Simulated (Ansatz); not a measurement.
TiTc₂ (I4/mmm, No. 139): the geometry relaxed at fixed volume with Ansatz 0.2.0, DFT PBEsol, scalar-relativistic, plane waves, PAW; the starting structure was generated, so it need not be a known form of this composition.

```yaml
crystal:
  lattice:
    - [3.01010, 0.00000, 0.00000]
    - [0.00000, 3.01010, 0.00000]
    - [0.00000, 0.00000, 9.10762]
  atoms:
    - { symbol: Ti, position: [0.00000, 0.00000, 0.00000] }
    - { symbol: Tc, position: [0.00000, 0.00000, 0.33356] }
    - { symbol: Tc, position: [0.50000, 0.50000, 0.16644] }
    - { symbol: Ti, position: [0.50000, 0.50000, 0.50000] }
    - { symbol: Tc, position: [0.50000, 0.50000, 0.83356] }
    - { symbol: Tc, position: [0.00000, 0.00000, 0.66644] }
```

> What will a dark-field STEM-like image along [111] show? The image is simulated as a sum over atoms of Z^1.6, blurred by a 0.72 Å probe (no channelling). The probe carries 25 % of its weight in a tail 2.5 times as wide. A slight drift was added.

The columns repeat on a centred rectangular net of 3.86 × 4.26 Å (plane group c2mm). The brightest columns hold 1 Tc per repeat; in falling brightness follow 1 Ti (about 35 %). Brightness is counted from the darkest point of the image. The shortest distance between visible columns is 1.28 Å in projection. Along the beam the structure repeats every 5.03 Å.

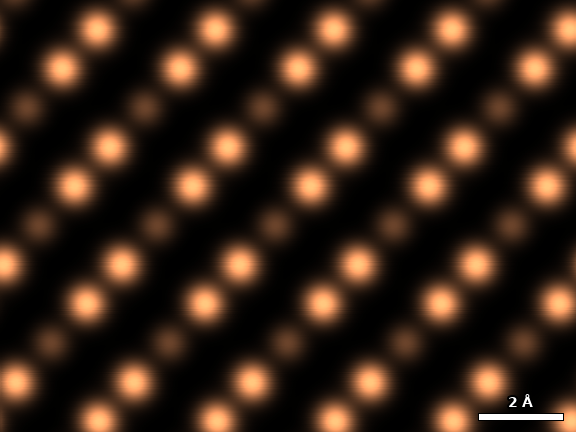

The simulated image.
